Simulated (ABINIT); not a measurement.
# HfO2 (Fm-3m): least direct gap against volume

The cell of HfO2 (Fm-3m) is scaled evenly and the response computed anew at each volume, on one mesh. The atoms keep their fractional positions.

Symmetry: Fm-3m, No. 225, cubic system. Conventional cell: a = 5.115 Å, b = 5.115 Å, c = 5.115 Å, α = 90.00°, β = 90.00°, γ = 90.00°. Hf on site a is surrounded by 8 O at 2.21 Å. O on site c has 4 Hf at 2.21 Å as nearest neighbours.

Method: ABINIT 10.8.3, LDA, independent particles, k-mesh 11×11×11, Lorentzian half width 0.04 eV.

Launch of the response step: `optic optic.abi`. The series took 8.5 min in all, its band step included, on 4 threads of Arm Neoverse N1, with other jobs on the host.

```
V/V₀  V (Å³, primitive cell)  least direct gap (eV)
0.94                   31.45                  3.889
0.97                   32.45                  3.801
1.00                   33.46                  3.716
1.03                   34.46                  3.633
1.06                   35.46                      ?
```

For small changes the quantity should be close to linear in ln V.

Working, on the rows shown:

| x = ln(V/V₀) | y = least direct gap |
| --- | --- |
| -0.0618754 | 3.889 |
| -0.0304592 | 3.801 |
| 0 | 3.716 |
| 0.0295588 | 3.633 |

Means: x̄ = -0.015694, ȳ = 3.7597. Σ(x − x̄)(y − ȳ) = -0.013, Σ(x − x̄)² = 0.004645. Slope = -0.013 / 0.004645 = -2.799; intercept = ȳ − slope · x̄ = 3.7158. The line misses the rows shown by at most 0.00018 eV.

Q: Fill in the last column of the withheld row.

A: At x = 0.058269 the line gives y = 3.5527 eV. The run gave 3.551 eV, so the extrapolation is off by 0.0017 eV, 0.5 % of the range in the table.

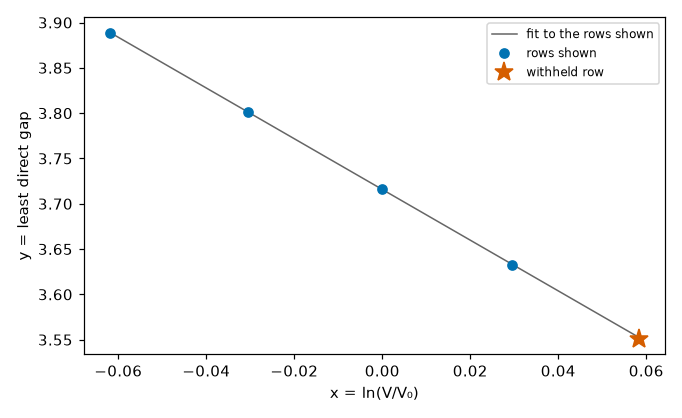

Between the rows on either side of x = 0 the slope is (3.633 − 3.801) / (0.029559 − (-0.030459)) = -2.799. That is a volume deformation potential of -2.8 eV: the least direct gap on this mesh widens by 28 meV for each per cent of compression. LDA gaps are as a rule too small. Spin-orbit coupling is left out.

[Logs are printed without paths, hosts, clocks, repeated set-up lines and the standing remarks that a program may print on its own settings, such as how far it seeks lower states.]
